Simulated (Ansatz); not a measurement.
**CH₄GeO₂S: up Jacob's ladder to CCSD(T)**

Aim: compute CH₄GeO₂S with functionals from several rungs and with coupled cluster, and see how far each lands from CCSD(T) at the basis-set limit for the atomisation energy.

Computed with Ansatz 0.2.0, Gaussian basis. Level: functionals in def2-TZVPP, the program's frozen cores in correlated methods.

Levels to be run: PBE-D4, r2SCAN-D4, PBE0-D4, B3LYP-D4, ωB97X-V, ωB97M-V, B2PLYP; CCSD(T)/def2-TZVPP; MP2/def2-QZVPP; extrapolation to the limit.

## (1) The geometry

All runs share one geometry, relaxed beforehand with PBE0-D4 in a triple-zeta def2 set.

SMILES `OC(=S)[O][GeH3]`, 9 atoms, charge 0, spin multiplicity 1.

Atoms are counted from 1 here; the program's logs count them from 0.

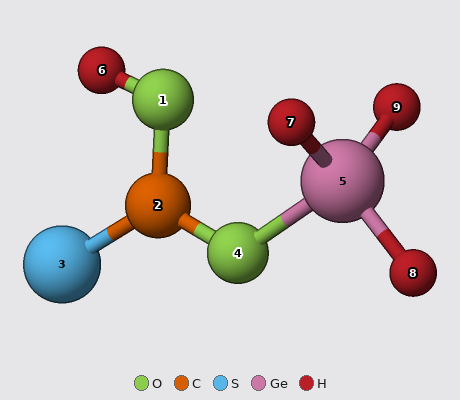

The structure; oxygen green, carbon orange, sulfur blue, germanium pink, hydrogen red; atoms are numbered from 1 in the order of the file.

## (2) PBE-D4 (GGA)

File in.yaml:

```yaml
crystal:
  periodic: [false, false, false]
  atoms:
    - {symbol: O, position_ang: [0.152924, 1.386793, 0.414209]}
    - {symbol: C, position_ang: [0.099072, 0.335640, 1.247796]}
    - {symbol: S, position_ang: [0.187705, 0.482556, 2.873444]}
    - {symbol: O, position_ang: [-0.029978, -0.787052, 0.601989]}
    - {symbol: Ge, position_ang: [-0.124257, -0.869247, -1.226372]}
    - {symbol: H, position_ang: [0.248000, 2.175119, 0.965076]}
    - {symbol: H, position_ang: [1.181933, -0.309021, -1.790909]}
    - {symbol: H, position_ang: [-0.267165, -2.376558, -1.432875]}
    - {symbol: H, position_ang: [-1.359834, -0.084628, -1.669559]}
basis:
  gaussian: {orbitals: def2-TZVPP}
hamiltonian: {xc: pbe, dispersion: d4}
output: {forces: true, orbitals: {seedname: orbitals}}
```

Started as:

```
$ ansatz run in.yaml --threads 4 --pin off --events-out ev --progress --plain --max-ram 10444MiB
```

The runs that follow: r2SCAN-D4 (meta-GGA); PBE0-D4 (hybrid); B3LYP-D4 (hybrid); ωB97X-V (range-separated); ωB97M-V (range-separated); B2PLYP (double hybrid); CCSD(T) in def2-TZVPP; MP2 in def2-QZVPP.

Q: Predict the results of all the runs planned. Wanted: atomisation energy, CCSD(T)/CBS; farthest; mean size of error, hybrid; mean size of error, range-separated; gap, smallest and largest; T1 diagnostic; triples share of the correlation energy.

As calculated:

```
                               quantity                                           value
        atomisation energy, CCSD(T)/CBS                                  749.1 kcal/mol
functionals within 7.5 kcal/mol (1.0 %)  r2SCAN-D4, PBE0-D4, B3LYP-D4, ωB97X-V, ωB97M-V
                               farthest                         PBE-D4 (+21.9 kcal/mol)
             mean size of error, hybrid                                    4.4 kcal/mol
    mean size of error, range-separated                                    2.0 kcal/mol
              gap, smallest and largest            3.73 eV (PBE-D4), 10.47 eV (ωB97X-V)
                          T1 diagnostic                                          0.0152
triples share of the correlation energy                                           4.2 %
```

What this shows: PBE-D4 is off by +21.9 kcal/mol. Double hybrids carry the basis error of their MP2 part in triple zeta, and no dispersion term here, so their miss is partly the set-up's. Misses under about 7.5 kcal/mol are within the doubt on the reference itself, which lacks core-valence correlation, relativity and higher excitations, and its outer-core shells are covered unevenly. Hartree-Fock recovers 66 % of the binding; the rest is correlation. Orbital gaps span 3.7 to 10.5 eV; exact exchange widens them. Correlated methods include outer-core shells of Ge, which these sets cover unevenly.
